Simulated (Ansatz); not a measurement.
# Li+ + ClCl (LiCl₂+): an exchange reaction of three atoms

A grid of calculations on Li+ + ClCl (the system Li + Cl₂), charge +1, to see where the energy is lowest and how it rises around there.

The runs use Ansatz 0.2.0; RKS BHLYP-D4/def2-TZVPD.

## Step 1: Reference: Li+ by itself

The input, input.yaml:

```yaml
crystal:
  periodic: [false, false, false]
  atoms:
    - { symbol: Li, position_ang: [0.0, 0.0, 0.0] }
total_charge: 1
basis:
  gaussian: { orbitals: def2-TZVPD }
hamiltonian:
  xc: { name: BHLYP }
```

Launch:

```sh
ansatz run input.yaml --threads 1 --pin off --max-ram 2560MiB --backend cpu --events-out ev --progress --plain --runs-dir out
```

Log:

```text
Warning: RAYON_NUM_THREADS=1 ignored (pool sized by the plan → 1); use --threads N
Engine: ansatz 0.2.0, x86_64-unknown-linux-gnu
Functional definition: BHLYP
  parameter a = 0.5
  exchange = (1 - a)*b88_x + a*exact_x
  correlation = lyp_c
132 factors; their error is unknown
mean field evaluation 1: about -198.1316 eV, gradient 2.2e-1 eV
mean field evaluation 2: about -198.1316 eV, gradient 8.7e-3 eV
mean field evaluation 4: about -198.1316 eV, gradient 2.3e-4 eV
mean field -198.13156138 eV, -7.2812005822 hartree, gradient 3.7e-5 eV, S^2 0.000000; 0 other end points of the search recorded, 0 dependent functions left out
reference -198.13159042 eV, -7.2812016495 hartree; 1, 1 occupied and 16, 16 virtual orbitals, 132 factors
Total energy: -198.13159042 eV, -7.2812016495 hartree
```

Wall time 0.09 s (1 thread of Intel Xeon 6975P-C (Granite Rapids), shared host); peak memory 0.096 GiB.

## Step 2: Reference: Cl₂ by itself

The input, input.yaml:

```yaml
crystal:
  periodic: [false, false, false]
  atoms:
    - { symbol: Cl, position_ang: [0.0, 0.0, 0.0] }
    - { symbol: Cl, position_ang: [2.04, 0.0, 0.0] }
basis:
  gaussian: { orbitals: def2-TZVPD }
hamiltonian:
  xc: { name: BHLYP }
  dispersion: d4
output:
  forces: true
relax:
  f_tol: 0.003
  max_steps: 120
```

Launch:

```sh
ansatz run input.yaml --threads 1 --pin off --max-ram 2560MiB --backend cpu --events-out ev --progress --plain --runs-dir out
```

Log, shortened:

```text
Warning: RAYON_NUM_THREADS=1 ignored (pool sized by the plan → 1); use --threads N
[...]
Functional definition: BHLYP
[...]
656 factors; their error is unknown
[...]
mean field -25045.04121493 eV, -920.3882885101 hartree, gradient 1.7e-5 eV, S^2 0.000000; 0 other end points of the search recorded, 0 dependent functions left out
[...]
reference -25045.04136473 eV, -920.3882940152 hartree; 17, 17 occupied and 75, 75 virtual orbitals, 656 factors
relax step   1: F+E_penalty+E_count = -25045.08291007 eV  Δ(F+E_penalty+E_count) = +0.000e0 eV  max|allowed force component| = 1.080e0 eV/Å  Δτ_max = 0.0000 Å  (29 SCF iters, accepted)
[...]
relax step   2: F+E_penalty+E_count = -25045.11406515 eV  Δ(F+E_penalty+E_count) = -3.116e-2 eV  max|allowed force component| = 1.160e-1 eV/Å  Δτ_max = 0.0305 Å  (29 SCF iters, accepted)
[...]
relax step   3: F+E_penalty+E_count = -25045.11436683 eV  Δ(F+E_penalty+E_count) = -3.017e-4 eV  max|allowed force component| = 2.128e-3 eV/Å  Δτ_max = 0.0027 Å  (29 SCF iters, accepted)
656 factors; their error is unknown
[...]
mean field -25045.07258042 eV, -920.3894411704 hartree, gradient 5.8e-5 eV, S^2 0.000000; 1 other end points of the search recorded, 0 dependent functions left out
[...]
reference -25045.07273056 eV, -920.3894466879 hartree; 17, 17 occupied and 75, 75 virtual orbitals, 656 factors
Total energy: -25045.11451697 eV, -920.3909823102 hartree
Atom 0 at     0.027869     0.000000     0.000000 Å, force     0.002128     0.000000     0.000000 eV/Å
Atom 1 at     2.012131    -0.000000    -0.000000 Å, force    -0.002128    -0.000000    -0.000000 eV/Å
Dipole moment:    -0.000000    -0.000000    -0.000000 e Å
```

It took 3.5 s on 1 thread of Intel Xeon 6975P-C (Granite Rapids), shared host; peak memory 0.18 GiB.

Relaxation path:

```tsv
step	energy from step 1 (eV)	largest force component (eV/Å)
1	0.0000	1.0800
2	-0.0312	0.1160
3	-0.0315	0.0021
```

The bond:

```tsv
bond	before (Å)	after (Å)	change (Å)
Cl1–Cl2	2.040	1.984	-0.056
```

## Step 3: Plan of the scan

The axes are (1) distance Li1–Cl2: 17 values from 1.840 to 3.440 Å; (2) distance Cl2–Cl3: 17 values from 1.632 to 3.232 Å.

Nothing else is relaxed (the angle Li1–Cl2–Cl3 is fixed at 180 degrees). Energies count from Li with charge +1 far from the relaxed ClCl (each part in its own basis).

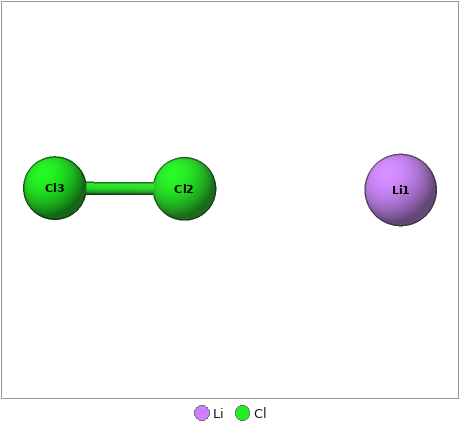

The geometry at distance Li1–Cl2 = 3.311 Å, distance Cl2–Cl3 = 1.985 Å.

Of the runs on the grid, 3 are shown in the steps below; the others differ only in the two coordinates.

## Step 4: The run at distance Li1–Cl2 = 3.311 Å, distance Cl2–Cl3 = 1.985 Å

The input, input.yaml:

```yaml
crystal:
  periodic: [false, false, false]
  atoms:
    - { symbol: Li, position_ang: [-3.311, 0.0, 0.0] }
    - { symbol: Cl, position_ang: [0.0, 0.0, 0.0] }
    - { symbol: Cl, position_ang: [1.985, 0.0, 0.0] }
total_charge: 1
basis:
  gaussian: { orbitals: def2-TZVPD }
hamiltonian:
  xc: { name: BHLYP }
  dispersion: d4
output:
  forces: true
```

Launch:

```sh
ansatz run input.yaml --threads 1 --pin off --max-ram 2560MiB --backend cpu --events-out ev --progress --plain --runs-dir out
```

Log, shortened:

```text
Warning: RAYON_NUM_THREADS=1 ignored (pool sized by the plan → 1); use --threads N
[...]
Functional definition: BHLYP
[...]
821 factors; their error is unknown
[...]
mean field -25243.22157496 eV, -927.6712824096 hartree, gradient 1.7e-5 eV, S^2 0.000000; 0 other end points of the search recorded, 0 dependent functions left out
[...]
reference -25243.22173136 eV, -927.6712881573 hartree; 18, 18 occupied and 91, 91 virtual orbitals, 821 factors
Total energy: -25243.32498321 eV, -927.6750825929 hartree
Atom 0 at    -3.311000     0.000000     0.000000 Å, force     0.096702    -0.000000    -0.000000 eV/Å
Atom 1 at     0.000000     0.000000     0.000000 Å, force    -0.002652     0.000000     0.000000 eV/Å
Atom 2 at     1.985000     0.000000     0.000000 Å, force    -0.094050    -0.000000    -0.000000 eV/Å
Dipole moment:    -3.555923    -0.000000     0.000000 e Å
```

Run time: 1.6 s. Hardware: 1 thread of Intel Xeon 6975P-C (Granite Rapids), shared host; peak memory 0.2 GiB.

That is −8 kJ/mol from the zero.

## Step 5: The run at distance Li1–Cl2 = 2.386 Å, distance Cl2–Cl3 = 1.985 Å

input.yaml, as its differences from that of step 4:

```diff
@@ -3,3 +3,3 @@
   atoms:
-    - { symbol: Li, position_ang: [-3.311, 0.0, 0.0] }
+    - { symbol: Li, position_ang: [-2.386, 0.0, 0.0] }
     - { symbol: Cl, position_ang: [0.0, 0.0, 0.0] }
```

Launch:

```sh
ansatz run input.yaml --threads 1 --pin off --max-ram 2560MiB --backend cpu --events-out ev --progress --plain --runs-dir out
```

Log, shortened:

```text
Warning: RAYON_NUM_THREADS=1 ignored (pool sized by the plan → 1); use --threads N
[...]
Functional definition: BHLYP
[...]
821 factors; their error is unknown
[...]
mean field -25243.30369081 eV, -927.6743001114 hartree, gradient 1.3e-5 eV, S^2 0.000000; 0 other end points of the search recorded, 0 dependent functions left out
[...]
reference -25243.30384026 eV, -927.6743056038 hartree; 18, 18 occupied and 91, 91 virtual orbitals, 821 factors
Total energy: -25243.36811088 eV, -927.6766675055 hartree
Atom 0 at    -2.386000     0.000000     0.000000 Å, force    -0.040754    -0.000000    -0.000000 eV/Å
Atom 1 at     0.000000     0.000000     0.000000 Å, force     0.158308    -0.000000     0.000000 eV/Å
Atom 2 at     1.985000     0.000000     0.000000 Å, force    -0.117554     0.000000    -0.000000 eV/Å
Dipole moment:    -2.432168     0.000000     0.000000 e Å
```

It took 1.7 s on 1 thread of Intel Xeon 6975P-C (Granite Rapids), shared host; peak memory 0.21 GiB.

Energy on the map's scale: −12 kJ/mol.

## Step 6: The run at distance Li1–Cl2 = 2.193 Å, distance Cl2–Cl3 = 1.739 Å

The input, input.yaml:

```yaml
crystal:
  periodic: [false, false, false]
  atoms:
    - { symbol: Li, position_ang: [-2.193, 0.0, 0.0] }
    - { symbol: Cl, position_ang: [0.0, 0.0, 0.0] }
    - { symbol: Cl, position_ang: [1.739, 0.0, 0.0] }
total_charge: 1
basis:
  gaussian: { orbitals: def2-TZVPD }
hamiltonian:
  xc: { name: BHLYP }
  dispersion: d4
output:
  forces: true
```

Launch:

```sh
ansatz run input.yaml --threads 1 --pin off --max-ram 2560MiB --backend cpu --events-out ev --progress --plain --runs-dir out
```

Log, shortened:

```text
Warning: RAYON_NUM_THREADS=1 ignored (pool sized by the plan → 1); use --threads N
[...]
Functional definition: BHLYP
[...]
821 factors; their error is unknown
[...]
mean field -25242.35242186 eV, -927.6393416224 hartree, gradient 4.0e-5 eV, S^2 0.000000; 0 other end points of the search recorded, 0 dependent functions left out
[...]
reference -25242.35256757 eV, -927.6393469772 hartree; 18, 18 occupied and 91, 91 virtual orbitals, 821 factors
Total energy: -25242.41979995 eV, -927.6418177217 hartree
Atom 0 at    -2.193000     0.000000     0.000000 Å, force    -0.367418    -0.000000    -0.000000 eV/Å
Atom 1 at     0.000000     0.000000     0.000000 Å, force    -8.857657     0.000000     0.000000 eV/Å
Atom 2 at     1.739000     0.000000     0.000000 Å, force     9.225075    -0.000000    -0.000000 eV/Å
Dipole moment:    -2.147789     0.000000     0.000000 e Å
```

It took 1.6 s on 1 thread of Intel Xeon 6975P-C (Granite Rapids), shared host; peak memory 0.21 GiB.

Energy on the map's scale: 80 kJ/mol.

## Step 7: All points together

289 points were computed. Energies in kJ/mol, from Li with charge +1 far from the relaxed ClCl (each part in its own basis); the table lists every other line.

```csv
"distance Cl2–Cl3 (Å) ↓, distance Li1–Cl2 (Å) →",1.840,1.947,2.104,2.287,2.490,2.708,2.941,3.185,3.440
3.232,367,341,322,317,319,325,329,334,340
2.977,314,288,269,263,264,269,272,277,281
2.733,249,223,204,197,197,201,203,206,210
2.500,176,149,129,122,122,124,125,128,131
2.282,104,78,57,49,49,50,50,53,55
2.079,52,26,6,−2,−3,−2,−2,0,2
1.896,50,24,5,−3,−3,−2,−2,0,2
1.739,127,102,84,78,78,80,80,82,85
1.632,260,237,220,214,215,218,219,222,225
```

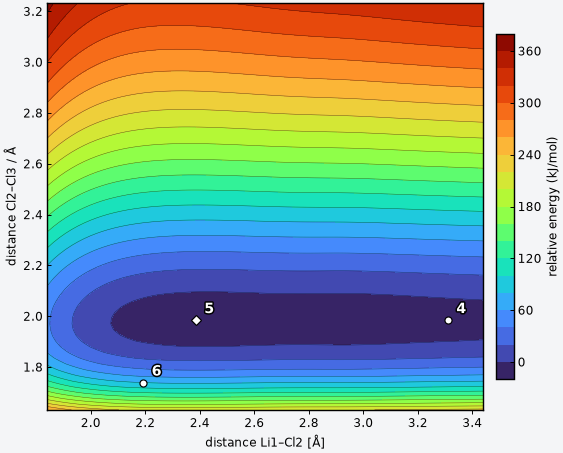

The map; numbers mark the steps of this session that print a point's run. In the figure: filled contours.

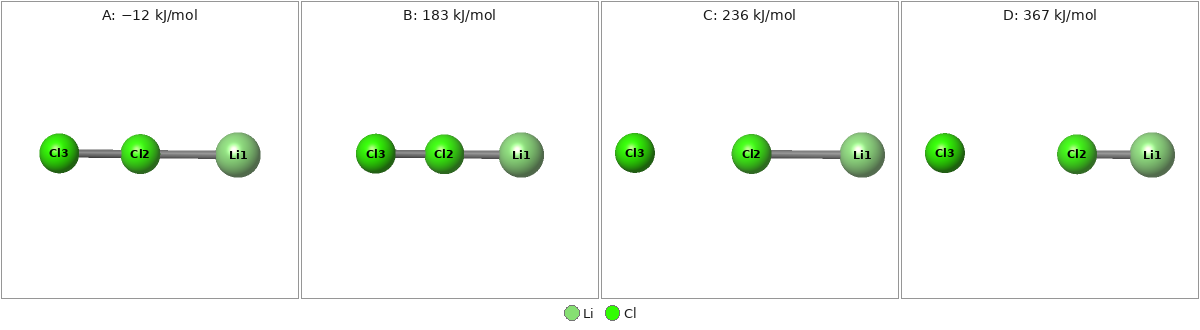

Structures on the grid, at one scale: A at distance Li1–Cl2 = 2.386 Å, distance Cl2–Cl3 = 1.985 Å; B at distance Li1–Cl2 = 1.884 Å, distance Cl2–Cl3 = 1.676 Å; C at distance Li1–Cl2 = 2.708 Å, distance Cl2–Cl3 = 2.853 Å; D at distance Li1–Cl2 = 1.840 Å, distance Cl2–Cl3 = 3.232 Å.

On the same grid, largest force on an atom (eV/Å):

| distance Cl2–Cl3 (Å) ↓, distance Li1–Cl2 (Å) → | 1.840 | 1.947 | 2.104 | 2.287 | 2.490 | 2.708 | 2.941 | 3.185 | 3.440 |
| --- | --- | --- | --- | --- | --- | --- | --- | --- | --- |
| 3.232 | 5.1 | 3.7 | 2.6 | 1.9 | 1.9 | 2.0 | 2.0 | 2.0 | 2.1 |
| 2.977 | 5.7 | 4.4 | 3.2 | 2.6 | 2.5 | 2.6 | 2.6 | 2.7 | 2.7 |
| 2.733 | 6.3 | 5.0 | 3.8 | 3.2 | 3.2 | 3.2 | 3.2 | 3.3 | 3.3 |
| 2.500 | 6.7 | 5.4 | 4.3 | 3.7 | 3.5 | 3.6 | 3.6 | 3.6 | 3.7 |
| 2.282 | 6.5 | 5.2 | 4.0 | 3.4 | 3.3 | 3.3 | 3.3 | 3.3 | 3.4 |
| 2.079 | 5.0 | 3.6 | 2.5 | 1.9 | 1.7 | 1.7 | 1.7 | 1.7 | 1.7 |
| 1.896 | 3.2 | 2.0 | 2.1 | 2.2 | 2.2 | 2.3 | 2.2 | 2.4 | 2.4 |
| 1.739 | 9.0 | 9.1 | 9.2 | 9.3 | 9.4 | 9.5 | 9.5 | 9.6 | 9.6 |
| 1.632 | 17.6 | 17.7 | 17.8 | 17.9 | 18.1 | 18.2 | 18.2 | 18.4 | 18.4 |

## Step 8: Outcome

| quantity | value |
| --- | --- |
| lowest point | distance Li1–Cl2 = 2.386 Å, distance Cl2–Cl3 = 1.985 Å, −12 kJ/mol |
| highest computed point | distance Li1–Cl2 = 1.840 Å, distance Cl2–Cl3 = 3.232 Å, 379 kJ/mol above the lowest |
| largest force on an atom (eV/Å) | 0.1 at distance Li1–Cl2 = 3.440 Å, distance Cl2–Cl3 = 1.985 Å to 18.4 at distance Li1–Cl2 = 3.440 Å, distance Cl2–Cl3 = 1.632 Å; 0.2 at the lowest point |
| time for the whole task | 8.8 min on 1 thread, shared host |

In words: The lowest computed point is at distance Li1–Cl2 = 2.386 Å, distance Cl2–Cl3 = 1.985 Å, −12 kJ/mol from Li with charge +1 far from the relaxed ClCl (each part in its own basis). The highest computed point, distance Li1–Cl2 = 1.840 Å, distance Cl2–Cl3 = 3.232 Å, lies 379 kJ/mol above the lowest. The reference is spin-restricted, so regions with a bond pulled apart lie too high.
